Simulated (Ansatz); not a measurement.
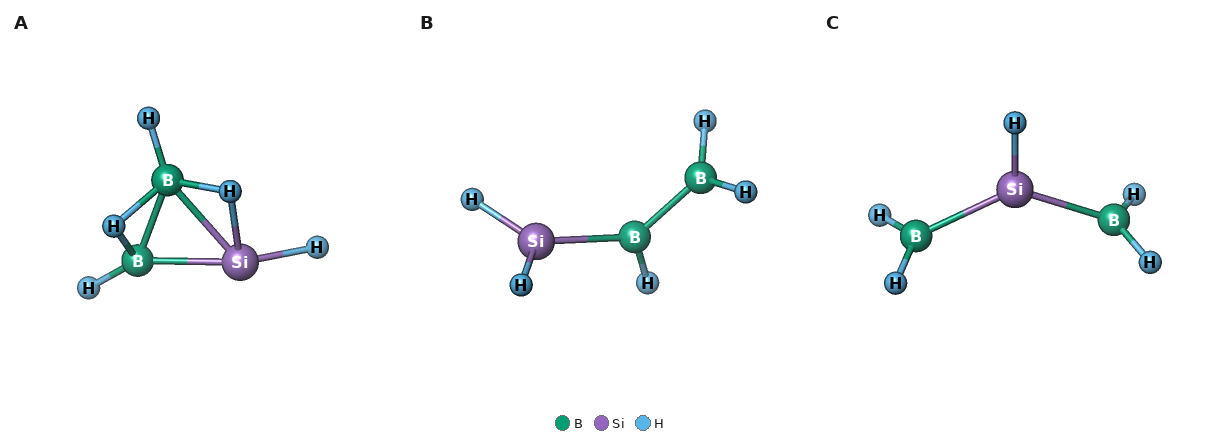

3 stationary structures of one formula. Charge +1, singlet. Geometries: PBE0-D4/def2-TZVP. Electronic energies: r2SCAN-D4/def2-TZVPP (Ansatz 0.2.0), without zero-point energy. No frequency run is at hand to confirm each as a minimum. Each is one conformer, not always the lowest.

Which structure is the most stable?

Answer. A is lowest (C1); B lies 50.5 kJ/mol above it (Cs), C lies 61.9 kJ/mol above it (C2v).
